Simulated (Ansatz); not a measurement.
# One shape, several levels: PF3 (phosphorus trifluoride)

Wanted: a comparison of 6 runs (CAM-B3LYP/STO-3G, UMP2/STO-3G, BCCD(T)/STO-3G, CCSDT(Q)/STO-3G, UCCSD(T)/STO-3G, FCI/STO-3G) of PF3 (phosphorus trifluoride). 

The calculation is run with Ansatz 0.2.0.

50 further runs of the same task are left out: 10 that didn't finish, 40 set aside as unsound or not needed.

## 1. The structure to begin with

PF3: 4 atoms, total charge 0, spin state singlet. As SMILES, `FP(F)F`. The F3–P2 distance was set to 2.358 Å, away from the relaxed value. At this shape a bond of the SMILES string is far longer than usual.

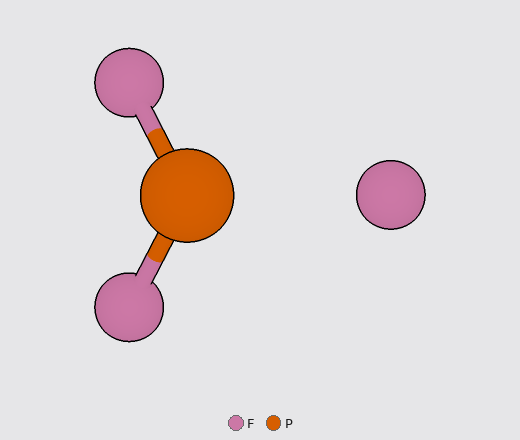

Viewed from a chosen angle; fluorine pink, phosphorus orange.

## 2. A single-point energy at CAM-B3LYP/STO-3G (run 1)

File input.yaml:

```yaml
crystal:
  periodic: [false, false, false]
  atoms:
    - symbol: F
      position_ang: [1.216622, -0.157621, 1.339126]
    - symbol: P
      position_ang: [0.084722, 0.820179, 0.856926]
    - symbol: F
      position_ang: [-1.061900, -0.696500, -0.536900]
    - symbol: F
      position_ang: [0.907222, 1.550779, -0.265374]
basis:
  gaussian: {orbitals: STO-3G}
hamiltonian: {xc: {name: CAM-B3LYP}}
accuracy: high
```

On the command line:

```
ansatz run input.yaml --threads 1 --pin off --max-ram 2610MiB --events-out events.jsonl --progress --plain --runs-dir runs
```

Output:

```text
Warning: RAYON_NUM_THREADS=1 ignored (pool sized by the plan → 1); use --threads N
Functional definition: CAM-B3LYP
  name "CAM-B3LYP"
  parameter alpha = 0.19
  parameter beta = 0.46
  parameter omega = 0.33/bohr
  parameter ac = 0.81
  exchange = (1 - alpha - beta)*b88_x + beta*b88_x_sr(omega) + alpha*exact_x + beta*exact_x_lr(omega)
  correlation = (1 - ac)*vwn5_c + ac*lyp_c
441 factors; integrals over basis functions are off by at most 2.4e-8 eV
167 factors; integrals over basis functions are off by at most 7.8e-10 eV
mean field evaluation 1: about -17200.3765 eV, gradient 3.1e1 eV
mean field evaluation 2: about -16902.5903 eV, gradient 2.0e2 eV
mean field evaluation 4: about -17207.1382 eV, gradient 1.7e1 eV
mean field evaluation 8: about -17208.5787 eV, gradient 3.3e-2 eV
mean field evaluation 16: about -17208.5785 eV, gradient 9.7e-5 eV
mean field -17208.57851792 eV, -632.4035961402 hartree, gradient 4.4e-8 eV, S^2 0.000000; 0 other end points of the search recorded, 0 dependent functions left out
reference -17208.57852676 eV, -632.4035964650 hartree; 21, 21 occupied and 3, 3 virtual orbitals, 441 factors
Total energy: -17208.57852676 eV, -632.4035964650 hartree
```

It took 1.5 s on 1 thread of Arm Neoverse V1, shared host; peak memory 0.099 GiB.

## 3. A single-point energy at UMP2/STO-3G (run 2)

File molecule.yaml:

```yaml
crystal:
  periodic: [false, false, false]
  atoms:
    - {symbol: F, position_ang: [1.216622, -0.157621, 1.339126]}
    - {symbol: P, position_ang: [0.084722, 0.820179, 0.856926]}
    - {symbol: F, position_ang: [-1.061900, -0.696500, -0.536900]}
    - {symbol: F, position_ang: [0.907222, 1.550779, -0.265374]}
basis:
  gaussian:
    orbitals: STO-3G
correlation:
  method: mp2
  frozen_orbitals: {F: 1, P: 5}
magnetization:
  spin_polarized: true
  initial_magnetization: 0
accuracy: high
```

On the command line:

```
ansatz run molecule.yaml --threads 1 --pin off --max-ram 2610MiB --events-out events.jsonl --progress --plain --runs-dir runs
```

Output (excerpt; [...] marks lines left out):

```text
Warning: RAYON_NUM_THREADS=1 ignored (pool sized by the plan → 1); use --threads N
Functional definition: HF
  name "HF"
[...]
441 factors; integrals over basis functions are off by at most 2.4e-8 eV
[...]
mean field -17169.02828127 eV, -630.9501517514 hartree, gradient 1.9e-8 eV, S^2 0.885640; 11 other end points of the search recorded, 0 dependent functions left out
8 core orbitals not correlated: weight in the atoms' cores, before any rotation towards them, 1.000 or more for the frozen orbitals, at most 0.000 for the correlated occupied ones
reference -17169.02828127 eV, -630.9501517514 hartree; 13, 13 occupied and 3, 3 virtual orbitals, 441 factors
second order -1.57242391 eV of doubles, -0.00000000 eV of singles
Total energy: -17170.60070519 eV, -631.0079372644 hartree
```

It took 1.2 s on 1 thread of Arm Neoverse V1, shared host.

Run 3 isn't shown in full; the table further down has it.

## 4. The energy at CCSDT(Q)/STO-3G (run 4)

File in.yaml:

```yaml
crystal:
  periodic: [false, false, false]
  atoms:
    - {symbol: F, position_ang: [1.216622, -0.157621, 1.339126]}
    - {symbol: P, position_ang: [0.084722, 0.820179, 0.856926]}
    - {symbol: F, position_ang: [-1.061900, -0.696500, -0.536900]}
    - {symbol: F, position_ang: [0.907222, 1.550779, -0.265374]}
basis:
  gaussian:
    orbitals: STO-3G
correlation:
  method: ccsdt_q
  frozen_orbitals: {F: 1, P: 5}
accuracy: high
scf:
  omitted_lower_state_checks: [cluster_reference, increment]
```

On the command line:

```
ansatz run in.yaml --threads 1 --pin off --max-ram 2610MiB --events-out events.jsonl --progress --plain --runs-dir runs
```

Output:

```text
Warning: RAYON_NUM_THREADS=1 ignored (pool sized by the plan → 1); use --threads N
[... 12 lines left out ...]
8 core orbitals not correlated: weight in the atoms' cores, before any rotation towards them, 1.000 or more for the frozen orbitals, at most 0.000 for the correlated occupied ones
[... 43 lines left out ...]
WARN: these amplitudes may be one of several solutions (largest doubles amplitude 0.49, level shift 6.14 eV)
Total energy: -17171.72258463 eV, -631.0491655737 hartree
Checks for a lower state left out: cluster_reference, increment
```

It took 0.8 s on 1 thread of Arm Neoverse V1, shared host.

Run 5 isn't shown in full; the table further down has it.

## 5. A single-point energy at FCI/STO-3G (run 6)

File input.yaml:

```yaml
crystal:
  periodic: [false, false, false]
  atoms:
    - {symbol: F, position_ang: [1.216622, -0.157621, 1.339126]}
    - {symbol: P, position_ang: [0.084722, 0.820179, 0.856926]}
    - {symbol: F, position_ang: [-1.061900, -0.696500, -0.536900]}
    - {symbol: F, position_ang: [0.907222, 1.550779, -0.265374]}
basis:
  gaussian:
    orbitals: STO-3G
accuracy: high
correlation:
  method: fci
  frozen_orbitals: {F: 1, P: 5}
```

On the command line:

```
ansatz run input.yaml --threads 1 --pin off --max-ram 2610MiB --events-out events.jsonl --progress --plain --runs-dir runs
```

Output (excerpt; [...] marks lines left out):

```text
Warning: RAYON_NUM_THREADS=1 ignored (pool sized by the plan → 1); use --threads N
Functional definition: HF
  name "HF"
[...]
441 factors; integrals over basis functions are off by at most 2.4e-8 eV
[...]
mean field -17166.39903728 eV, -630.8535288167 hartree, gradient 2.9e-8 eV, S^2 0.000000; 1 other end points of the search recorded, 0 dependent functions left out; unrestricted orbitals would lower it
unrestricted determinant -17169.02828127 eV, -630.9501517514 hartree, S^2 0.8856
8 core orbitals not correlated: weight in the atoms' cores, before any rotation towards them, 1.000 or more for the frozen orbitals, at most 0.000 for the correlated occupied ones
reference -17166.39903728 eV, -630.8535288167 hartree; 13, 13 occupied and 3, 3 virtual orbitals, 441 factors
state -17171.72235748 eV, -631.0491572258 hartree
Total energy: -17171.72235748 eV, -631.0491572258 hartree
```

Wall time 1.7 s (1 thread of Arm Neoverse V1, shared host); peak memory 0.09 GiB.

## 6. All runs side by side

```tsv
run	level	frozen core orbitals	energy (Eh)	wall time
1	CAM-B3LYP/STO-3G	–	-632.403596	1.5 s
2	UMP2/STO-3G	8	-631.007937	1.2 s
3	BCCD(T)/STO-3G	8	-631.048394	0.42 s
4	CCSDT(Q)/STO-3G	8	-631.049166	0.8 s
5	UCCSD(T)/STO-3G	8	-631.045156	1.8 s
6	FCI/STO-3G	8	-631.049157	1.7 s
```

## 7. Outcome

```
                                          quantity          value
                               run 6: total energy  -631.04916 Eh
run 6: correlation energy (8 core orbitals frozen)     -195.6 mEh
```

What this shows: Against full CI in this basis: UMP2 +41.2 mEh; BCCD(T) +0.8 mEh; CCSDT(Q) -0.0 mEh; UCCSD(T) +4.0 mEh. In runs 3, 4 the log says that unrestricted orbitals would lower the reference, so the values rest on an unstable closed-shell determinant (other closed-shell runs at this shape may share the fault). In runs 1, 2, 3, 4, 5, 6 the basis is minimal, so the values are rough. Spin contamination of the reference: run 2 ⟨S²⟩ = 0.89, run 5 ⟨S²⟩ = 0.89. Where it is this large, the reference is a mixture of spin states, and values that rest on it are in doubt. All runs together took 7.5 s, the longest 1.8 s.
